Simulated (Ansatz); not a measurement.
**KPdO3 (Pm-3m): comparison of functionals at one structure**

Aim: a comparison of functionals at one structure, for KPdO3 (Pm-3m), run from a script.

Computed with the Python package of Ansatz 0.2.0. The levels of theory stand in the script.

## Step 1: The structure

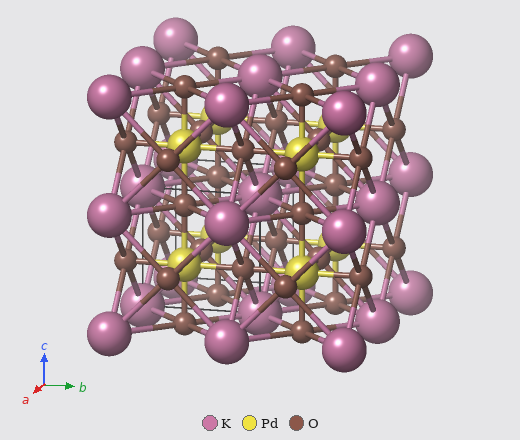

The starting structure, viewed slightly off an axis; potassium pink, palladium yellow, oxygen brown. 2×2×2 cells are drawn. Atoms on cell faces are repeated.

No structure file is read: the coordinates are typed or built in the script.

## Step 2: The code

The input, xc_kpdo3.py:

```python
import warnings

import ansatz as az
from tabulate import tabulate

warnings.simplefilter('ignore', az.DeckWarning)

lattice = az.Lattice.of(
    [4.070076, 0.0, 0.0],
    [0.0, 4.070076, 0.0],
    [0.0, 0.0, 4.070076],
)
sites = [
    ('K', [0.0, 0.0, 0.0]),
    ('Pd', [0.5, 0.5, 0.5]),
    ('O', [0.5, 0.5, 0.0]),
    ('O', [0.5, 0.0, 0.5]),
    ('O', [0.0, 0.5, 0.5]),
]
xtal = az.Crystal(lattice=lattice)
for symbol, position in sites:
    xtal = xtal.atom(symbol, position)

calc = (
    xtal.calculation()
    .basis(34 * az.Ry)
    .kpoints(6)
    .occupations(az.OccupationsMethod.GAUSSIAN, width=0.05)
    .scf(tolerance=1e-08)
    .stress()
)

rows = []
for value in ['blyp', 'pbesol', 'lda']:
    rep = calc.functional(value).run(threads=1).report
    rows.append((value, rep['free_energy_ev'] / len(rep['lattice']['sites']), rep['n_iterations'], sum(rep['stress_gpa'][i][i] for i in range(3)) / 3, rep['n_kpoints']))

print(tabulate(rows, headers=['functional', 'F/atom (eV)', 'iterations', 'P (GPa)', 'k-points'], floatfmt='.4f', tablefmt='github'))
```

## Step 3: What the engine is handed

The package turns the script's settings into the engine's input (first run):

```yaml
crystal:
  lattice:
    - [4.070076, 0.0, 0.0]
    - [0.0, 4.070076, 0.0]
    - [0.0, 0.0, 4.070076]
  atoms:
    - { symbol: K, position: [0.0, 0.0, 0.0] }
    - { symbol: Pd, position: [0.5, 0.5, 0.5] }
    - { symbol: O, position: [0.5, 0.5, 0.0] }
    - { symbol: O, position: [0.5, 0.0, 0.5] }
    - { symbol: O, position: [0.0, 0.5, 0.5] }
basis:
  ecutwfc: 462.593566181796
kpoints:
  mp_grid:
    grid: [6, 6, 6]
hamiltonian:
  xc: blyp
scf:
  convergence:
    dr2_threshold: 1.0e-08
  occupations:
    method: gaussian
    width: 0.05
output:
  stress: true
```

## Step 4: Running it

Run with:

```sh
$ python xc_kpdo3.py
```

The log of the run:

```text
| functional   |   F/atom (eV) |   iterations |   P (GPa) |   k-points |
|--------------|---------------|--------------|-----------|------------|
| blyp         |    -2046.8137 |            9 |    1.3390 |         20 |
| pbesol       |    -2019.9528 |            9 |   -8.6486 |         20 |
| lda          |    -2000.2383 |            9 |  -13.4588 |         20 |
```

Run time: 6.8 s. Hardware: 1 thread of Arm Neoverse V2, shared host; peak memory 0.4 GiB.

## Step 5: Inputs of later runs

The engine's inputs for the other runs:

Run 2, against run 1:

```diff
@@ -18 +18 @@
-  xc: blyp
+  xc: pbesol
```

Run 3, against run 1:

```diff
@@ -18 +18 @@
-  xc: blyp
+  xc: lda
```

Lines on the test bed's own set-up are left out of the output.

## Step 6: The engine's runs

The 3 runs, in the order started:

| run | functional | energy (eV/atom) | pressure (GPa) | SCF cycles | CPU time (s) |
| --- | --- | --- | --- | --- | --- |
| 1 | blyp | -2046.8137 | 1.34 | 9 | 2.1 |
| 2 | pbesol | -2019.9528 | -8.65 | 9 | 2 |
| 3 | lda | -2000.2383 | -13.46 | 9 | 1.9 |

Energies are free energies F = E - TS of the smeared occupations. Totals hang on method, basis and potentials, so only like runs compare.

## Step 7: Outcome

```
             quantity                          value
        runs compared                              3
pressure at this cell  -13.5 (lda) to 1.3 GPa (blyp)
```

In words: From lowest to highest: LDA (-13.5 GPa), PBEsol (-8.6 GPa) and BLYP (1.3 GPa). At a fixed cell a lower pressure usually means a smaller equilibrium volume, so LDA prefers the smallest cell and BLYP the largest. What to keep in mind:
- The cell holds an odd number of electrons and is run without spin, so a magnetic state may lie lower.
- For a metal this k-point mesh is coarse: on a finer one energies can move by several to tens of meV an atom and pressures by half a GPa or more, differences at one mesh by less.
- The program warned that this SCF threshold is loose for forces or stresses.
- Pressure is positive in compression.
- This cell is a computed structure, which may not be the phase found in nature.
- Total energies of different functionals can't be compared; pressures, moments and gaps at this one structure can.
